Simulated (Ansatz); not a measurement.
# BH₄O (doublet): the correlation ladder at distance B1–H4 along a hydrogen transfer = 1.194 Å, cc-pVDZ

How much of the correlation energy of BH₄O (doublet) does each wave-function method recover here?

The runs use Ansatz 0.2.0, Gaussian basis; cc-pVDZ, core rule «outside noble gas», up to 2 orbitals frozen.

Plan: UHF; CCSD(T) on ROHF; CCSD(T) on UHF; BCCD(T) on ROHF; CISD; CCSDT(Q) on ROHF; CCSDT(Q) on UHF; CASSCF and MRCISD+Q, 3 electrons in 3 orbitals; CASSCF and NEVPT2, 3 electrons in 3 orbitals.

5 further runs of the same task are left out: 1 for a mislabelled method, 2 that didn't finish, 2 set aside as unsound or not needed.

## (1) The system

The geometry derives from fragments relaxed apart (PBE0/def2-TZVP) and kept rigid, so it is no stationary point. A hydrogen atom is moved between rigid fragments.

6 atoms, charge 0, spin multiplicity 2.

Atoms are counted from 1 here; the program's logs count them from 0.

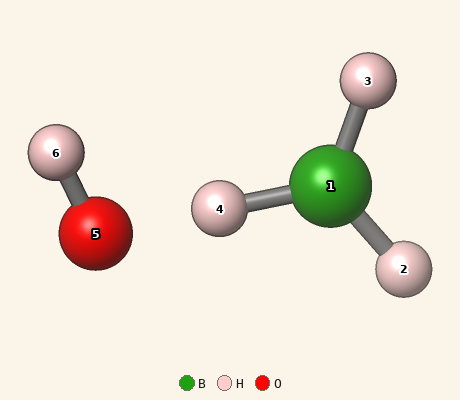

The geometry (boron green, hydrogen pink, oxygen red); atoms are numbered from 1 in the order of the file.

In the tables R marks a restricted open-shell determinant and U an unrestricted one; 'pair' is the active space of 3 electrons in 3 orbitals; energies count from the table's Hartree-Fock row.

## (2) UHF

The input, in.yaml:

```yaml
crystal:
  periodic: [false, false, false]
  atoms:
    - {symbol: B, position_ang: [-1.400596, 0.030718, 0.000000]}
    - {symbol: H, position_ang: [-1.997329, 1.064290, 0.000000]}
    - {symbol: H, position_ang: [-1.997329, -1.002853, 0.000000]}
    - {symbol: H, position_ang: [-0.207130, 0.030718, 0.000000]}
    - {symbol: O, position_ang: [1.124404, 0.030718, 0.000000]}
    - {symbol: H, position_ang: [1.376263, -0.909232, 0.000000]}
basis:
  gaussian: {orbitals: cc-pVDZ}
magnetization: {spin_polarized: true, initial_magnetization: 1}
hamiltonian: {xc: hf}
output: {orbitals: {seedname: orbitals}}
```

Started as:

```console
$ ansatz run in.yaml --threads 1 --pin off --events-out ev --progress --plain --max-ram 2393MiB
```

Output:

```text
Functional definition: HF
  name "HF"
  cite "Fock, Z. Phys. 61, 126 (1930) doi:10.1007/BF01340294"
  parent pbe
  exchange = exact_x
  correlation = 0
432 factors; integrals over basis functions are off by at most 1.4e-3 eV
mean field evaluation 1: about -2764.9520 eV, gradient 2.3e1 eV
mean field evaluation 2: about -2764.9794 eV, gradient 2.3e1 eV
mean field evaluation 4: about -2768.2375 eV, gradient 3.8e0 eV
mean field evaluation 8: about -2768.6063 eV, gradient 4.0e-1 eV
mean field evaluation 16: about -2754.6987 eV, gradient 2.7e1 eV
mean field evaluation 32: about -2767.4105 eV, gradient 3.1e-1 eV
mean field evaluation 64: about -2768.6109 eV, gradient 1.8e-1 eV
mean field -2768.61180745 eV, -101.7446072913 hartree, gradient 1.0e-5 eV, S^2 0.767887; 0 other end points of the search recorded, 0 dependent functions left out
reference -2768.61180745 eV, -101.7446072913 hartree; 9, 8 occupied and 39, 40 virtual orbitals, 432 factors
Total energy: -2768.61180745 eV, -101.7446072913 hartree
```

Wall time 0.33 s (1 thread of Intel Xeon Platinum 8488C, shared host).

From the report: ⟨S²⟩ of the determinant 0.768 (pure doublet: 0.75).

## (3) CCSD(T) on ROHF

in.yaml: that of step 2 with these lines changed.

```diff
@@ -11,4 +11,4 @@
   gaussian: {orbitals: cc-pVDZ}
-magnetization: {spin_polarized: true, initial_magnetization: 1}
-hamiltonian: {xc: hf}
-output: {orbitals: {seedname: orbitals}}
+magnetization: {spin_polarized: false, initial_magnetization: 1}
+correlation: {method: ccsd_t, electrons: outside_noble_gas}
+output: {forces: true}
```

The command is unchanged.

Output (excerpt; [...] marks lines left out):

```text
Functional definition: HF
  name "HF"
  cite "Fock, Z. Phys. 61, 126 (1930) doi:10.1007/BF01340294"
  parent pbe
[...]
432 factors; integrals over basis functions are off by at most 1.4e-3 eV
[...]
mean field -2768.39932273 eV, -101.7367986218 hartree, gradient 2.9e-6 eV, S^2 0.750000; 4 other end points of the search recorded, 0 dependent functions left out
[...]
determinant -2768.39932273 eV, -101.7367986218 hartree, with singles and doubles -2776.79569248 eV, -102.0453595190 hartree
determinant -2767.28706915 eV, -101.6959240568 hartree, with singles and doubles -2775.28139114 eV, -101.9897099712 hartree
2 core orbitals not correlated: weight in the atoms' cores, before any rotation towards them, 1.000 or more for the frozen orbitals, at most 0.000 for the correlated occupied ones
reference -2768.39932273 eV, -101.7367986218 hartree; 7, 6 occupied and 39, 40 virtual orbitals, 432 factors
second order -7.24631717 eV of doubles, -0.12572650 eV of singles
cycle   1  -8.39653948 eV  change   -1.7e-4 eV  update   1.9e-3
[...]
cycle  11  -8.39840356 eV  change   -1.5e-7 eV  update   5.3e-7
perturbative correction -0.15292609 eV, -0.0056199303 hartree
[...]
Total energy: -2776.95065239 eV, -102.0510541904 hartree
Atom 0 at    -1.400596     0.030718     0.000000 Å, force    -1.998612    -0.172499     0.000000 eV/Å
Atom 1 at    -1.997329     1.064290     0.000000 Å, force    -0.043014     0.382831    -0.000000 eV/Å
Atom 2 at    -1.997329    -1.002853     0.000000 Å, force    -0.127207    -0.382735    -0.000000 eV/Å
Atom 3 at    -0.207130     0.030718     0.000000 Å, force     1.280289    -0.051627     0.000000 eV/Å
Atom 4 at     1.124404     0.030718     0.000000 Å, force     1.232162     0.597260    -0.000000 eV/Å
Atom 5 at     1.376263    -0.909232     0.000000 Å, force    -0.343617    -0.373230    -0.000000 eV/Å
Dipole moment:    -0.084031    -0.289239     0.000000 e Å
```

Wall time 6 s (1 thread of Intel Xeon Platinum 8488C, shared host).

From the report: correlation -8.5513 eV; T1 0.030; largest double amplitude 0.05.

## (4) CCSD(T) on UHF

in.yaml: that of step 3 with these lines changed.

```diff
@@ -11,3 +11,3 @@
   gaussian: {orbitals: cc-pVDZ}
-magnetization: {spin_polarized: false, initial_magnetization: 1}
+magnetization: {spin_polarized: true, initial_magnetization: 1}
 correlation: {method: ccsd_t, electrons: outside_noble_gas}
```

The command is unchanged.

Output (excerpt; [...] marks lines left out):

```text
Functional definition: HF
  name "HF"
  cite "Fock, Z. Phys. 61, 126 (1930) doi:10.1007/BF01340294"
  parent pbe
[...]
432 factors; integrals over basis functions are off by at most 1.4e-3 eV
[...]
mean field -2768.61180745 eV, -101.7446072913 hartree, gradient 4.6e-6 eV, S^2 0.767887; 7 other end points of the search recorded, 0 dependent functions left out
determinant -2768.61180745 eV, -101.7446072913 hartree, with singles and doubles -2776.80075341 eV, -102.0455455048 hartree
determinant -2767.39553827 eV, -101.6999102235 hartree, with singles and doubles -2775.28288619 eV, -101.9897649133 hartree
2 core orbitals not correlated: weight in the atoms' cores, before any rotation towards them, 1.000 or more for the frozen orbitals, at most 0.000 for the correlated occupied ones
reference -2768.61180745 eV, -101.7446072913 hartree; 7, 6 occupied and 39, 40 virtual orbitals, 432 factors
second order -7.15415402 eV of doubles, -0.00000000 eV of singles
cycle   1  -8.18923464 eV  change   -2.9e-4 eV  update   1.8e-3
[...]
cycle  11  -8.19088525 eV  change   -5.7e-7 eV  update   5.7e-7
perturbative correction -0.14792987 eV, -0.0054363225 hartree
[...]
Total energy: -2776.95062258 eV, -102.0510530949 hartree
Atom 0 at    -1.400596     0.030718     0.000000 Å, force    -1.999037    -0.172480     0.000000 eV/Å
Atom 1 at    -1.997329     1.064290     0.000000 Å, force    -0.042852     0.382574    -0.000000 eV/Å
Atom 2 at    -1.997329    -1.002853     0.000000 Å, force    -0.127075    -0.382535     0.000000 eV/Å
Atom 3 at    -0.207130     0.030718     0.000000 Å, force     1.279486    -0.051264     0.000000 eV/Å
Atom 4 at     1.124404     0.030718     0.000000 Å, force     1.233030     0.595647    -0.000000 eV/Å
Atom 5 at     1.376263    -0.909232     0.000000 Å, force    -0.343551    -0.371942    -0.000000 eV/Å
Dipole moment:    -0.083909    -0.289242     0.000000 e Å
```

Wall time 6 s (1 thread of Intel Xeon Platinum 8488C, shared host).

From the report: ⟨S²⟩ of the determinant 0.768 (pure doublet: 0.75); correlation -8.3388 eV; T1 0.022; largest double amplitude 0.05.

## (5) BCCD(T) on ROHF

in.yaml: that of step 4 with these lines changed.

```diff
@@ -11,4 +11,3 @@
   gaussian: {orbitals: cc-pVDZ}
-magnetization: {spin_polarized: true, initial_magnetization: 1}
-correlation: {method: ccsd_t, electrons: outside_noble_gas}
-output: {forces: true}
+magnetization: {spin_polarized: false, initial_magnetization: 1}
+correlation: {method: bccd_t, electrons: outside_noble_gas}
```

Same command.

Output (excerpt; [...] marks lines left out):

```text
Functional definition: HF
  name "HF"
  cite "Fock, Z. Phys. 61, 126 (1930) doi:10.1007/BF01340294"
  parent pbe
[...]
432 factors; integrals over basis functions are off by at most 1.4e-3 eV
[...]
mean field -2768.39932273 eV, -101.7367986218 hartree, gradient 2.9e-6 eV, S^2 0.750000; 4 other end points of the search recorded, 0 dependent functions left out
[...]
determinant -2768.39932273 eV, -101.7367986218 hartree, with singles and doubles -2776.79569248 eV, -102.0453595190 hartree
determinant -2767.28706915 eV, -101.6959240568 hartree, with singles and doubles -2775.28139114 eV, -101.9897099712 hartree
2 core orbitals not correlated: weight in the atoms' cores, before any rotation towards them, 1.000 or more for the frozen orbitals, at most 0.000 for the correlated occupied ones
reference -2768.39932273 eV, -101.7367986218 hartree; 7, 6 occupied and 39, 40 virtual orbitals, 432 factors
second order -7.24631717 eV of doubles, -0.12572650 eV of singles
cycle   1  -8.38742521 eV  change    8.9e-3 eV  update   1.1e-2
[...]
cycle  11  -8.38511484 eV  change   -3.8e-7 eV  update   4.3e-6
perturbative correction -0.16625200 eV, -0.0061096483 hartree
Total energy: -2776.95068957 eV, -102.0510555567 hartree
```

It took 2.6 s on 1 thread of Intel Xeon Platinum 8488C, shared host.

From the report: correlation -8.5514 eV; largest double amplitude 0.05.

## (6) CISD

in.yaml: that of step 5 with these lines changed.

```diff
@@ -12,2 +12,2 @@
 magnetization: {spin_polarized: false, initial_magnetization: 1}
-correlation: {method: bccd_t, electrons: outside_noble_gas}
+correlation: {active_space: {ras: {orbitals: [6, 1, 39], electrons: 13, max_holes: 2, max_particles: 2}, fixed_orbitals: true}}
```

The command is unchanged.

Output:

```text
Functional definition: HF
  name "HF"
  cite "Fock, Z. Phys. 61, 126 (1930) doi:10.1007/BF01340294"
  parent pbe
  exchange = exact_x
  correlation = 0
432 factors; integrals over basis functions are off by at most 1.4e-3 eV
mean field evaluation 1: about -2764.6223 eV, gradient 3.1e1 eV
mean field evaluation 2: about -2764.6484 eV, gradient 3.1e1 eV
mean field evaluation 4: about -2768.0523 eV, gradient 3.8e0 eV
mean field evaluation 8: about -2768.3728 eV, gradient 1.4e0 eV
mean field evaluation 16: about -2768.3993 eV, gradient 2.9e-6 eV
mean field evaluation 32: about -2767.3789 eV, gradient 7.9e-1 eV
mean field -2768.39932273 eV, -101.7367986218 hartree, gradient 2.9e-6 eV, S^2 0.750000; 4 other end points of the search recorded, 0 dependent functions left out
reference -2768.39932273 eV, -101.7367986218 hartree; 9, 8 occupied and 39, 40 virtual orbitals, 432 factors
state -2776.12314591 eV, -102.0206438884 hartree
Total energy: -2776.12314591 eV, -102.0206438884 hartree
```

Wall time 4 s (1 thread of Intel Xeon Platinum 8488C, shared host).

From the report: 77,172 determinants.

## (7) CCSDT(Q) on ROHF

in.yaml: that of step 6 with these lines changed.

```diff
@@ -12,2 +12,2 @@
 magnetization: {spin_polarized: false, initial_magnetization: 1}
-correlation: {active_space: {ras: {orbitals: [6, 1, 39], electrons: 13, max_holes: 2, max_particles: 2}, fixed_orbitals: true}}
+correlation: {method: ccsdt_q, electrons: outside_noble_gas}
```

The command is unchanged.

Output (excerpt; [...] marks lines left out):

```text
Functional definition: HF
  name "HF"
  cite "Fock, Z. Phys. 61, 126 (1930) doi:10.1007/BF01340294"
  parent pbe
[...]
855 factors; integrals over basis functions are off by at most 1.9e-7 eV
[...]
mean field -2768.39934405 eV, -101.7367994053 hartree, gradient 2.9e-6 eV, S^2 0.750000; 4 other end points of the search recorded, 0 dependent functions left out
[...]
determinant -2768.39934405 eV, -101.7367994053 hartree, with singles and doubles -2776.79570227 eV, -102.0453598787 hartree
determinant -2767.28708601 eV, -101.6959246764 hartree, with singles and doubles -2775.28139504 eV, -101.9897101142 hartree
2 core orbitals not correlated: weight in the atoms' cores, before any rotation towards them, 1.000 or more for the frozen orbitals, at most 0.000 for the correlated occupied ones
reference -2768.39934405 eV, -101.7367994053 hartree; 7, 6 occupied and 39, 40 virtual orbitals, 855 factors
second order -7.24634844 eV of doubles, -0.12572641 eV of singles
cycle   1  -8.02329275 eV  change   -6.5e-1 eV  update   8.0e-2
[...]
cycle  20  -8.57426439 eV  change   -2.7e-7 eV  update   1.0e-6
perturbative correction -0.01408798 eV, -0.0005177237 hartree
Total energy: -2776.98769642 eV, -102.0524155335 hartree
```

Run time: 55 s. Hardware: 1 thread of Intel Xeon Platinum 8488C, shared host; peak memory 0.89 GiB.

From the report: correlation -8.5884 eV; T1 0.031; largest double amplitude 0.05.

## (8) CCSDT(Q) on UHF

in.yaml: that of step 7 with these lines changed.

```diff
@@ -11,3 +11,3 @@
   gaussian: {orbitals: cc-pVDZ}
-magnetization: {spin_polarized: false, initial_magnetization: 1}
+magnetization: {spin_polarized: true, initial_magnetization: 1}
 correlation: {method: ccsdt_q, electrons: outside_noble_gas}
```

Launched as before.

Output (excerpt; [...] marks lines left out):

```text
Functional definition: HF
  name "HF"
  cite "Fock, Z. Phys. 61, 126 (1930) doi:10.1007/BF01340294"
  parent pbe
[...]
855 factors; integrals over basis functions are off by at most 1.9e-7 eV
[...]
mean field -2768.61182878 eV, -101.7446080750 hartree, gradient 4.6e-6 eV, S^2 0.767887; 7 other end points of the search recorded, 0 dependent functions left out
determinant -2768.61182878 eV, -101.7446080750 hartree, with singles and doubles -2776.80076343 eV, -102.0455458728 hartree
determinant -2767.39555495 eV, -101.6999108362 hartree, with singles and doubles -2775.28288983 eV, -101.9897650468 hartree
2 core orbitals not correlated: weight in the atoms' cores, before any rotation towards them, 1.000 or more for the frozen orbitals, at most 0.000 for the correlated occupied ones
reference -2768.61182878 eV, -101.7446080750 hartree; 7, 6 occupied and 39, 40 virtual orbitals, 855 factors
second order -7.15418493 eV of doubles, -0.00000000 eV of singles
cycle   1  -7.82869776 eV  change   -6.7e-1 eV  update   7.5e-2
[...]
cycle  20  -8.36243506 eV  change   -4.7e-7 eV  update   9.6e-7
perturbative correction -0.01409033 eV, -0.0005178102 hartree
Total energy: -2776.98835417 eV, -102.0524397054 hartree
```

It took 46 s on 1 thread of Intel Xeon Platinum 8488C, shared host; peak memory 0.69 GiB.

From the report: ⟨S²⟩ of the determinant 0.768 (pure doublet: 0.75); correlation -8.3765 eV; T1 0.023; largest double amplitude 0.05.

## (9) CASSCF and MRCISD+Q, 3 electrons in 3 orbitals

in.yaml: that of step 8 with these lines changed.

```diff
@@ -11,3 +11,3 @@
   gaussian: {orbitals: cc-pVDZ}
-magnetization: {spin_polarized: true, initial_magnetization: 1}
-correlation: {method: ccsdt_q, electrons: outside_noble_gas}
+magnetization: {spin_polarized: false, initial_magnetization: 1}
+correlation: {method: fic_mrcisd_q, electrons: outside_noble_gas, active_space: {window: {electrons: 3, orbitals: 3}}}
```

Same command.

Output (excerpt; [...] marks lines left out):

```text
Functional definition: HF
  name "HF"
  cite "Fock, Z. Phys. 61, 126 (1930) doi:10.1007/BF01340294"
  parent pbe
[...]
432 factors; integrals over basis functions are off by at most 1.4e-3 eV
[...]
mean field -2768.39932273 eV, -101.7367986218 hartree, gradient 2.9e-6 eV, S^2 0.750000; 4 other end points of the search recorded, 0 dependent functions left out
reference -2768.39932273 eV, -101.7367986218 hartree; 9, 8 occupied and 39, 40 virtual orbitals, 432 factors
state -2769.02184076 eV, -101.7596757376 hartree
contracted CI cycle   1: correlation 0.00000000 eV, 0.0000000000 hartree, residual 2.71e1 eV
contracted CI cycle   2: correlation -6.91963578 eV, -0.2542919246 hartree, residual 4.69e0 eV
contracted CI cycle   3: correlation -7.16524991 eV, -0.2633180776 hartree, residual 1.25e0 eV
contracted CI cycle   4: correlation -7.18663823 eV, -0.2641040835 hartree, residual 4.30e-1 eV
[...]
contracted CI cycle   3: correlation -7.38961332 eV, -0.2715632806 hartree, residual 1.28e0 eV
contracted CI cycle   4: correlation -7.41254646 eV, -0.2724060578 hartree, residual 3.71e-1 eV
contracted CI cycle   5: correlation -7.41552863 eV, -0.2725156507 hartree, residual 1.78e-1 eV
contracted CI cycle   6: correlation -7.41606708 eV, -0.2725354385 hartree, residual 7.39e-2 eV
contracted CI cycle   7: correlation -7.41615800 eV, -0.2725387797 hartree, residual 2.59e-2 eV
contracted CI cycle   8: correlation -7.41616890 eV, -0.2725391801 hartree, residual 9.46e-3 eV
contracted CI cycle   9: correlation -7.41617062 eV, -0.2725392435 hartree, residual 3.82e-3 eV
contracted CI cycle  10: correlation -7.41617086 eV, -0.2725392524 hartree, residual 1.27e-3 eV
state -2768.75579425 eV, -101.7498987086 hartree; corrected -2776.87617938 eV, -102.0483173580 hartree
state -2769.02184076 eV, -101.7596757376 hartree; corrected -2776.89306059 eV, -102.0489377310 hartree
Total energy: -2776.89306059 eV, -102.0489377310 hartree
```

Run time: 1.5 s. Hardware: 1 thread of Intel Xeon Platinum 8488C, shared host.

From the report: 9 determinants; active occupations 1.98, 1.00, 0.02.

## (10) CASSCF and NEVPT2, 3 electrons in 3 orbitals

in.yaml: that of step 9 with these lines changed.

```diff
@@ -12,2 +12,2 @@
 magnetization: {spin_polarized: false, initial_magnetization: 1}
-correlation: {method: fic_mrcisd_q, electrons: outside_noble_gas, active_space: {window: {electrons: 3, orbitals: 3}}}
+correlation: {method: sc_nevpt2, electrons: outside_noble_gas, active_space: {window: {electrons: 3, orbitals: 3}}}
```

Same command.

Output (excerpt; [...] marks lines left out):

```text
Functional definition: HF
  name "HF"
  cite "Fock, Z. Phys. 61, 126 (1930) doi:10.1007/BF01340294"
  parent pbe
[...]
432 factors; integrals over basis functions are off by at most 1.4e-3 eV
[...]
mean field -2768.39932273 eV, -101.7367986218 hartree, gradient 2.9e-6 eV, S^2 0.750000; 4 other end points of the search recorded, 0 dependent functions left out
reference -2768.39932273 eV, -101.7367986218 hartree; 9, 8 occupied and 39, 40 virtual orbitals, 432 factors
state -2769.02184076 eV, -101.7596757376 hartree
state -2769.02184076 eV, -101.7596757376 hartree; corrected -2775.82862702 eV, -102.0098205189 hartree
state -2768.75579425 eV, -101.7498987086 hartree
state -2768.75579425 eV, -101.7498987086 hartree; corrected -2775.77062385 eV, -102.0076889414 hartree
state -2769.02184076 eV, -101.7596757376 hartree; corrected -2775.82862702 eV, -102.0098205189 hartree
Total energy: -2775.82862702 eV, -102.0098205189 hartree
```

It took 1.1 s on 1 thread of Intel Xeon Platinum 8488C, shared host.

From the report: 9 determinants; active occupations 1.98, 1.00, 0.02.

## (11) Misses and costs

The yardstick is UCCSDT(Q), where the cluster series has nearly closed. Rows without a time come out of other runs: HF, MP2 and CCSD of CCSD(T), CCSDT of CCSDT(Q), CASSCF and MRCISD of the multireference runs. The times of RCCSD(T), UCCSD(T) include forces.

Differences are taken before rounding.

```csv
method,energy from the lowest RHF (meV),from UCCSDT(Q) (meV),time
RHF,0.0,+8589.0,
UHF,-212.5,+8376.5,
RMP2,-7372.0,+1217.0,
UMP2,-7366.6,+1222.4,
CISD,-7723.8,+865.2,4 s
RCCSD,-8398.4,+190.6,
UCCSD,-8403.4,+185.7,
RCCSD(T),-8551.3,+37.7,6 s
UCCSD(T),-8551.3,+37.7,6 s
BCCD(T),-8551.4,+37.7,2.6 s
RCCSDT,-8574.3,+14.7,
UCCSDT,-8574.9,+14.1,
RCCSDT(Q),-8588.4,+0.7,55 s
UCCSDT(Q),-8589.0,0,46 s
CASSCF pair,-622.5,+7966.5,
NEVPT2 pair,-7429.3,+1159.7,1.1 s
MRCISD pair,-7813.4,+775.6,
MRCISD+Q pair,-8493.7,+95.3,1.5 s
```

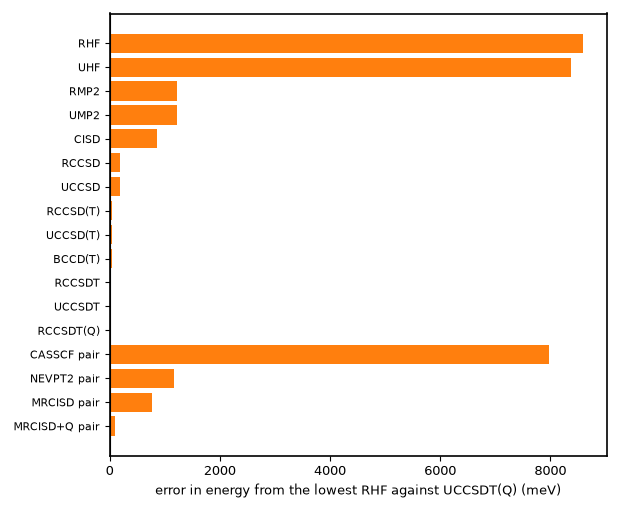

Deviations from UCCSDT(Q), method by method.

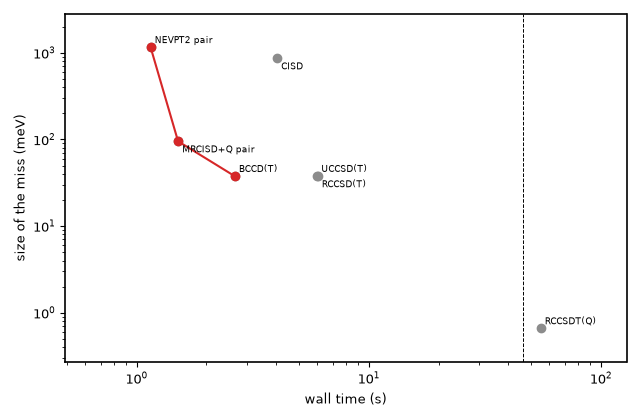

Miss against cost. Red marks the levels that no quicker level drawn beats (of those quicker than the yardstick), and the dashed line is the time of UCCSDT(Q). Times are from a shared host.

## (12) Summary of results

| quantity | value |
| --- | --- |
| UCCSDT(Q) below the RHF energy | -8.5890 eV |
| RMP2 from UCCSDT(Q) | +1217.0 meV |
| UMP2 from UCCSDT(Q) | +1222.4 meV |
| RCCSD from UCCSDT(Q) | +190.6 meV |
| RCCSD(T) from UCCSDT(Q) | +37.7 meV |
| UCCSD(T) from UCCSDT(Q) | +37.7 meV |
| RCCSDT(Q) from UCCSDT(Q) | +0.7 meV |
| NEVPT2 pair from UCCSDT(Q) | +1159.7 meV |
| MRCISD+Q pair from UCCSDT(Q) | +95.3 meV |
| levels within 1 kcal/mol (43 meV) | RCCSD(T), UCCSD(T), BCCD(T), RCCSDT, UCCSDT, RCCSDT(Q) |
| T1 diagnostic | 0.030 |

RCCSD(T) misses by +37.7 meV, 0.4 % of the correlation energy. Of the multireference levels listed MRCISD+Q pair comes nearest in total energy (+95.3 meV), which doesn't show that its space is the better one. These misses are within one basis, not against nature; the frozen cores of restricted and unrestricted runs differ, which can shift their rows.

BCCD(T) reaches 37.7 meV from the reference in 2.6 s, where UCCSDT(Q) took 46 s; the quickest level in the cost chart, NEVPT2 pair, takes 1.1 s and misses by 1159.7 meV.
